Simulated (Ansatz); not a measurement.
# H3HfSi: the cost of one run

Method: def2-SVP, all electrons in the functionals, frozen cores in the correlation of double hybrids and RPA; program: Ansatz 0.2.0, Gaussian basis.

The runs, in order: wB97M-V, B2PLYP, RPA-PBE, at charge 0, quartet; charge 0, doublet; charge 0, sextet; charge 1, triplet; charge 1, quintet; displaced geometry v1; displaced geometry v2.

22 further runs of the same task are left out: 6 that didn't finish, 16 set aside as unsound or not needed.

## Step 1: The geometry

The geometry is a PBE0/def2-TZVP stationary point (not a proven minimum). No spin-orbit coupling is included. Elements past krypton take def2 core potentials.

5 atoms, charge 0, spin multiplicity 4.

Atoms are counted from 1 here; the program's logs count them from 0.

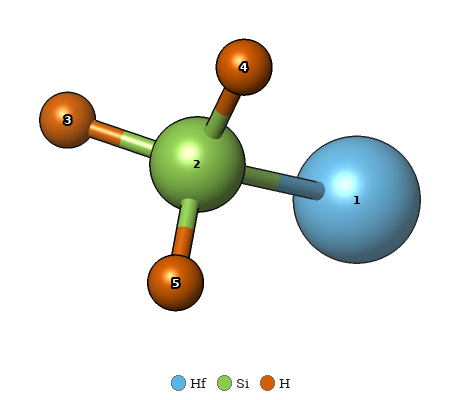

The geometry (hafnium blue, silicon green, hydrogen orange); atoms are numbered from 1 in the order of the file.

Geometry (Å):

```xyz
5
charge 0, multiplicity 4
Hf   -0.41009    0.00276    0.00153
Si    2.29511   -0.01545   -0.00859
H     2.88022   -1.39768   -0.00515
H     2.89861    0.67454    1.17996
H     2.88961    0.66480   -1.20725
```

No dispersion term is added; wB97M-V holds VV10 nonlocal correlation.

The geometry shown and the zero of energy belong to the point charge 0, quartet. The yardstick, UCCSD(T), and other wave-function levels (R restricted, U unrestricted, valence and pair active spaces) come from earlier runs.

## Step 2: wB97M-V, charge 0, quartet

The input, in.yaml:

```yaml
crystal:
  periodic: [false, false, false]
  atoms:
    - {symbol: Hf, position_ang: [-0.410088, 0.002760, 0.001535]}
    - {symbol: Si, position_ang: [2.295112, -0.015447, -0.008590]}
    - {symbol: H, position_ang: [2.880223, -1.397679, -0.005154]}
    - {symbol: H, position_ang: [2.898606, 0.674540, 1.179957]}
    - {symbol: H, position_ang: [2.889606, 0.664796, -1.207247]}
basis:
  gaussian: {orbitals: def2-SVP}
magnetization: {spin_polarized: true, initial_magnetization: 3}
hamiltonian: {xc: {name: wB97M-V}}
output: {forces: true, orbitals: {seedname: orbitals}}
```

On the command line:

```
$ ansatz run in.yaml --threads 1 --pin off --events-out ev --progress --plain --max-ram 2393MiB
```

What time and memory should one allow on 1 thread of Arm Neoverse N1, shared host?

About 87 s, with a peak of 0.35 GiB.
